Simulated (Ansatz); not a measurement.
**A computed series for hypothetical zinc blende SnSe: pressure series**

Take SnSe in the zinc blende structure (space group F-43m, No. 216; a = 6.657 Å; a hypothetical phase, not in the database extracts checked) as the base.

Cell and atoms are relaxed at each pressure.

Level of theory: PBEsol in Ansatz (plane waves to 420 eV, PAW, no spin-orbit coupling).

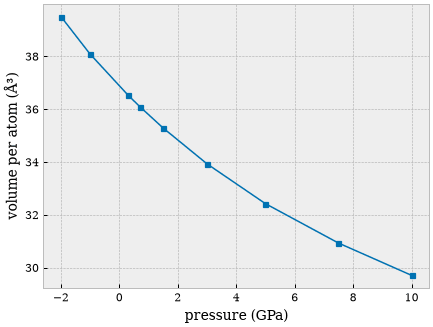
Volume against pressure

Task: Estimate the zero-pressure bulk modulus from the plot.

Result: About 32 GPa; a third-order Birch–Murnaghan fit to the points gives V₀ = 36.83 Å³/atom, B₀ = 32 GPa and B₀′ = 3.6.

Load acts through the strain it causes; cell and atoms are relaxed under it. No phonon test of stability was made. No other phases were tried under pressure. The final runs are not spin-polarised. Gaps under 0.05 eV, about the width of the smearing, are given as zero.

Ansatz is a program for electronic structure.
